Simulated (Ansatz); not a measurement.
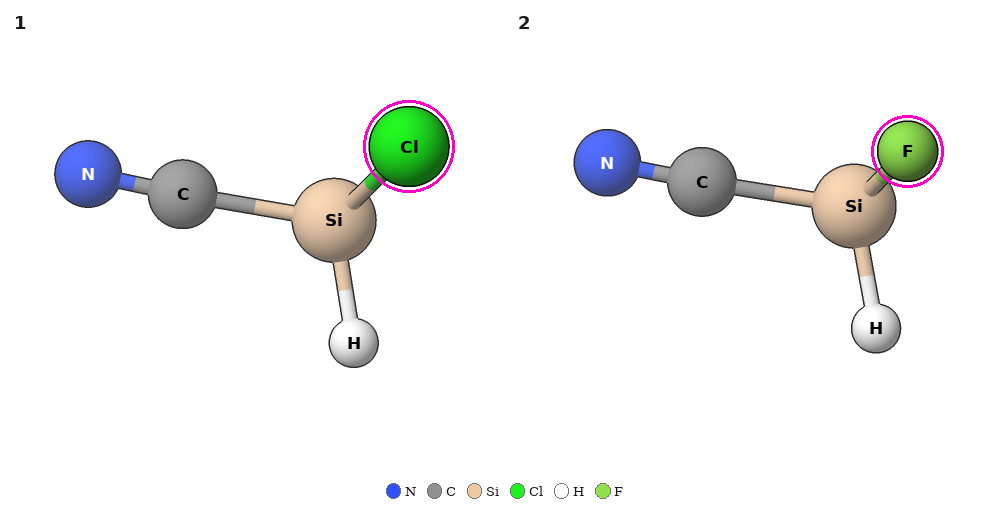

2 molecules with one skeleton, seen from the same side and at one scale; the atom that differs is circled. Each species is neutral and a spin doublet. Computed geometries: PBE0-D4/def2-TZVP optimisations, one conformation each. Properties computed with Ansatz 0.2.0.

One atom differs, called X below: Cl in panel 1, F in panel 2. Their formulas are CHClNSi (`N#C[SiH]Cl`), CHFNSi (`N#C[SiH]F`).

In which is the harmonic X–Si stretching wavenumber higher (PBE0-D4/def2-TZVP)?

In panel 2 (X = F).

In which is the length of X–Si larger (PBE0-D4/def2-TZVP)?

In panel 1 (X = Cl).

Give the values. With PBE0-D4/def2-TZVP: length of X–Si (Å), angle X–Si–H (°), harmonic X–Si stretching wavenumber (cm⁻¹). With ωB97M-V/def2-TZVPP: dipole moment (D).

```tsv
quantity	1 (Cl)	2 (F)	2 − 1
length of X–Si (Å)	2.035	1.591	−0.444
angle X–Si–H (°)	110.9	109.8	−1.1
dipole moment (D)	3.07	3.03	−0.04
harmonic X–Si stretching wavenumber (cm⁻¹)	550	913	+363
```
